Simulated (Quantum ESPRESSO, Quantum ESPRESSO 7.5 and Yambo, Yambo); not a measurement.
**BN (P6_3/mmc): Bethe-Salpeter spectra with Yambo**

How far does the k mesh set the exciton binding of BN (P6_3/mmc)?

Program: Quantum ESPRESSO 7.5 and Yambo 5.3.0. Level of theory: PBE and many-body steps on it, plane waves. Results are calculated unless marked as measured.

## (1) Starting point

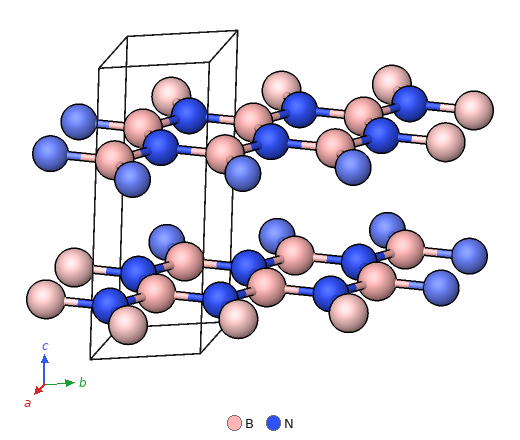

The starting structure, seen slightly off an axis (boron pink, nitrogen blue). 2×3×1 cells are drawn. Some periodic images of atoms are drawn too.

The cell and positions come from the Crystallography Open Database and are kept as given unless a step says otherwise.

## (2) Empty states on the mesh, 6×6×2 mesh, 90 bands

This step: Quantum ESPRESSO 7.5; DFT, PBE, plane waves, norm-conserving pseudopotentials.

The sums over transitions need many empty states on a uniform mesh; this step solves for them.

The input, pw.in:

```
&control
  calculation = 'nscf'
  prefix = 'x'
  outdir = 'o'
  pseudo_dir = 'pseudo'
/
&system
  ibrav = 0
  nat = 4
  ntyp = 2
  ecutwfc = 72.0
  nbnd = 90
  force_symmorphic = .true.
/
&electrons
  conv_thr = 1e-9
  electron_maxstep = 80
  diago_full_acc = .true.
  diago_thr_init = 5e-6
/
ATOMIC_SPECIES
  B 10.81 B.upf
  N 14.007 N.upf
CELL_PARAMETERS angstrom
  2.5039900000 0.0000000000 0.0000000000
  -1.2519950000 2.1685189508 0.0000000000
  0.0000000000 0.0000000000 6.6612000000
ATOMIC_POSITIONS crystal
  B 0.3333333333 0.6666666667 0.2500000000
  B 0.6666666667 0.3333333333 0.7500000000
  N 0.3333333333 0.6666666667 0.7500000000
  N 0.6666666667 0.3333333333 0.2500000000
K_POINTS automatic
  6 6 2 0 0 0
```

Started as:

```
OMP_NUM_THREADS=1 mpirun -n 4 pw.x -nk 4 -in pw.in > pw.out
```

The program printed:

```text
Program PWSCF v.7.5 starts

     This program is part of the open-source Quantum ESPRESSO suite
     for quantum simulation of materials; please cite
         "P. Giannozzi et al., J. Phys.:Condens. Matter 21 395502 (2009);
         "P. Giannozzi et al., J. Phys.:Condens. Matter 29 465901 (2017);
         "P. Giannozzi et al., J. Chem. Phys. 152 154105 (2020);
     in publications or presentations arising from this work. More details at

     Atomic positions and unit cell read from directory:
     o/x.save/

     Message from routine setup:
[...]
98.9302  98.9302

          k = 0.0000 0.1925 0.0000 (  2533 PWs)   bands (ev):

[...]
85.4592  85.6248  86.7855  87.9078  88.2001  88.5944  88.7066  89.6954
    90.5161  91.2107  92.6745  93.3327  94.6897  94.9386  97.7736  97.8364
    97.9892  98.2630

          k = 0.0000 0.1925-0.1880 (  2542 PWs)   bands (ev):

     [... further k-points ...]

     highest occupied, lowest unoccupied level (ev):     4.6985    9.0127

     XML data file, pseudopotentials, collected wavefunctions

=------------------------------------------------------------------------------=
   JOB DONE.
=------------------------------------------------------------------------------=
```

The job ended after 7.2 s (4 MPI ranks of Arm Neoverse V1, shared host; peak memory 0.26 GiB).

Numbers from this step:

```
gap                                                           : 4.314 eV
k of the valence top                                          : 0.3333, 0.3333, -0.5
k of the conduction bottom                                    : 0, -0.5, 0
least direct gap                                              : 4.670 eV
k points computed                                             : 14
lowest point of the top converged band, above the valence top : 87.1117 eV
```

On this mesh the gap is 4.314 eV.

The density comes from a self-consistent run that is not shown.

## (3) Conversion and set-up

This step: Yambo 5.3.0; conversion and set-up on PBE, plane waves, norm-conserving pseudopotentials.

The states are converted to the many-body program's format and the q mesh is built.

Started as:

```
(cd o/x.save; p2y > p2y.log; mv SAVE ../..); yambo > setup.log
```

The program printed:

```text
 Yambo, version 5.3.0

 [02] CORE Variables Setup
 =========================

  [02.01] Unit cells
  ==================

  Cell kind             :  HCP
  Atoms in the cell     :  B  N
  number of B  atoms    :  2
  number of N  atoms    :  2

  List of atomic masses
  Mass of B     :  10.81000
  Mass of N     :  14.00700

  List of atomic coordinates    : [cc]
  B1       : -0.23659E-09   2.7319       3.1470      order 1
  B2       :  2.365928  1.365969  9.440883  order 2
  N1       : -0.23659E-09   2.7319       9.4409      order 3
[...]
Q [ 1]         [rlu]:  0.000000  0.000000  0.000000
 Q [ 2]         [rlu]:  0.000000  0.000000 -0.500000
 Q [ 3]         [rlu]:  0.45246E-17  0.16667       0.0000
[...]
Q [ 8]         [rlu]: -0.13574E-16 -0.50000     -0.50000
 Q [ 9]         [rlu]:  0.166667  0.166667  0.000000
 Q [10]         [rlu]:  0.166667  0.166667 -0.500000
 Q [11]         [rlu]:  0.166667  0.333333  0.000000
 Q [12]         [rlu]:  0.166667  0.333333 -0.500000
 Q [13]         [rlu]:  0.333333  0.333333  0.000000
 Q [14]         [rlu]:  0.333333  0.333333 -0.500000

  [03.01] X indexes
  =================

   [03.01.01] Sigma indexes
   ========================

 [06] Game Over & Game summary
```

Wall time 2 s (1 MPI rank); peak memory 0.24 GiB.

## (4) Screening and self-energy, 6×6×2 mesh, 90 bands, screening to 163.3 eV

G0W0 replaces the xc potential by the self-energy, built once from these orbitals. Only a window of levels is corrected, while the sums run over the empty bands that the input names.

This step: G0W0 on PBE, plane waves, norm-conserving pseudopotentials.

The input, gw1.in:

```
HF_and_locXC
gw0
dyson
ppa
em1d
rim_cut
RandQpts= 1000000
RandGvec= 1 RL
EXXRLvcs= 72 Ry
VXCRLvcs= 288 Ry
Chimod= "HARTREE"
% BndsRnXp
 1 | 90 |
%
NGsBlkXp= 12 Ry
% LongDrXp
 1 | 1 | 1 |
%
% GbndRnge
 1 | 90 |
%
DysSolver= "n"
ExtendOut
PPAPntXp= 27.21138 eV
% QPkrange
 14 | 14 | 7 | 10 |
 7 | 7 | 7 | 10 |
 1 | 1 | 7 | 10 |
%
```

Started as:

```
OMP_NUM_THREADS=1 mpirun -n 4 yambo -F gw1.in -J gw1 -C gw1 > gw1.log
```

The program printed:

```text
 Yambo, version 5.3.0

 [02] CORE Variables Setup
 =========================

  [... cell, symmetries and grids as in the set-up ...]

  [02.05] Energies & Occupations
  ==============================

  [X] === General ===
  [X] Electronic Temperature                        :  0.000000  0.000000 [eV K]
  [X] Bosonic    Temperature                        :  0.000000  0.000000 [eV K]
  [X] Finite Temperature mode                       : no
  [X] El. density                                   :  0.44236E+24 [cm-3]
[...]
QP @ state[ 2 ] b range                          :   7  10
   QP @ state[ 3 ] K range                          :  14  14
   QP @ state[ 3 ] b range                          :   7  10
   GF energies kind                                 : Perdew, Burke & Ernzerhof(X)+Perdew, Burke & Ernzerhof(C)
   GF WF`s kind                                     : Perdew, Burke & Ernzerhof(X)+Perdew, Burke & Ernzerhof(C)
   Xs energies kind                                 : Perdew, Burke & Ernzerhof(X)+Perdew, Burke & Ernzerhof(C)
   Xs WF`s kind                                     : Perdew, Burke & Ernzerhof(X)+Perdew, Burke & Ernzerhof(C)

 [11] Game Over & Game summary
```

Run time: 70 s. Hardware: 4 MPI ranks; peak memory 1.4 GiB.

This step gave:

| Quantity | Value |
| --- | --- |
| G0W0 gap on the points computed | 5.636 eV |
| starting gap on the mesh | 4.314 eV |
| k of the valence top | 0.3333, 0.3333, -0.5 |
| k of the conduction bottom | 0, -0.5, 0 |
| least direct G0W0 gap on the computed points | 6.119 eV |

The gap on the mesh goes from 4.31 eV to 5.64 eV, a correction of +1.32 eV.

The gap opens by 1.322 eV; the next steps shift the empty bands rigidly by 1.450 eV, the correction at the start's least direct gap.

## (5) Empty states on the mesh, 6×6×2 mesh, 16 bands

This step: Quantum ESPRESSO 7.5; DFT, PBE, plane waves, norm-conserving pseudopotentials.

pw.in, as its differences from that of step 2:

```diff
@@ -11,3 +11,3 @@
   ecutwfc = 72.0
-  nbnd = 90
+  nbnd = 16
   force_symmorphic = .true.
```

Started as:

```
OMP_NUM_THREADS=1 mpirun -n 4 pw.x -nk 4 -in pw.in > pw.out
```

The program printed:

```text
[banner, memory and clock lines left out]
Program PWSCF v.7.5 starts

     Atomic positions and unit cell read from directory:
     o/x.save/

     Message from routine setup:
     using ibrav=0 with symmetry is DISCOURAGED, use correct ibrav instead

     G-vector sticks info

     bravais-lattice index     =            0
     lattice parameter (alat)  =       4.7319  a.u.
     unit-cell volume          =     244.0871 (a.u.)^3
     number of atoms/cell      =            4
     number of atomic types    =            2
     number of electrons       =        16.00
[...]
k = 0.0000 0.0000-0.1880 (  2518 PWs)   bands (ev):

   -12.9409 -12.9409  -0.5699  -0.5699   3.3741   3.3741   3.3741   3.3741
    12.3076  12.3076  16.4014  16.4014  16.4014  16.4014  17.4724  17.4724

          k = 0.0000 0.1925 0.0000 (  2533 PWs)   bands (ev):

   -12.5439 -12.2744  -0.7552   1.2533   1.3869   1.4251   2.4594   2.5073
    10.8708  14.4851  15.7738  15.8462  16.2924  18.5434  18.5535  18.6558

          k = 0.0000 0.1925-0.1880 (  2542 PWs)   bands (ev):

     [... further k-points ...]

     highest occupied, lowest unoccupied level (ev):     4.6985    9.0127

     XML data file, pseudopotentials, collected wavefunctions
```

It took 1.7 s on 4 MPI ranks; peak memory 0.05 GiB.

Numbers from this step:

* gap: 4.314 eV
* k of the valence top: 0.3333, 0.3333, -0.5
* k of the conduction bottom: 0, -0.5, 0
* least direct gap: 4.670 eV
* k points computed: 14
* lowest point of the top converged band, above the valence top: 12.77 eV

On this mesh the gap is 4.314 eV.

## (6) Conversion and set-up

This step: Yambo 5.3.0; conversion and set-up on PBE, plane waves, norm-conserving pseudopotentials.

Started as:

```
(cd o/x.save; p2y > p2y.log; mv SAVE ../..); yambo > setup.log
```

The program printed:

```text
 Yambo, version 5.3.0

 [02] CORE Variables Setup
 =========================

  [02.01] Unit cells
  ==================

  Cell kind             :  HCP
  Atoms in the cell     :  B  N
  number of B  atoms    :  2
  number of N  atoms    :  2

  List of atomic masses
  Mass of B     :  10.81000
  Mass of N     :  14.00700

  List of atomic coordinates    : [cc]
  B1       : -0.23659E-09   2.7319       3.1470      order 1
  B2       :  2.365928  1.365969  9.440883  order 2
  N1       : -0.23659E-09   2.7319       9.4409      order 3
[...]
Q [ 1]         [rlu]:  0.000000  0.000000  0.000000
 Q [ 2]         [rlu]:  0.000000  0.000000 -0.500000
 Q [ 3]         [rlu]:  0.45246E-17  0.16667       0.0000
[...]
Q [ 8]         [rlu]: -0.13574E-16 -0.50000     -0.50000
 Q [ 9]         [rlu]:  0.166667  0.166667  0.000000
 Q [10]         [rlu]:  0.166667  0.166667 -0.500000
 Q [11]         [rlu]:  0.166667  0.333333  0.000000
 Q [12]         [rlu]:  0.166667  0.333333 -0.500000
 Q [13]         [rlu]:  0.333333  0.333333  0.000000
 Q [14]         [rlu]:  0.333333  0.333333 -0.500000

  [03.01] X indexes
  =================

   [03.01.01] Sigma indexes
   ========================

 [06] Game Over & Game summary
```

It took 2 s on 1 MPI rank; peak memory 0.24 GiB.

(Part 1 of 5 ends here.)

[Paths, hosts, dates, memory and timing lines, banners, echoed tables and standing remarks are left out of the program output.]

[Logs are printed without paths, hosts, clocks, repeated set-up lines and the standing remarks that a program may print on its own settings, such as how far it seeks lower states.]

[Runs of the session that timed out or met a known fault of the program may be left out.]

[Hosts, paths, dates, database ids (printed as entryN), source tags and the programs' standing remarks are cut or masked in the printed files.]
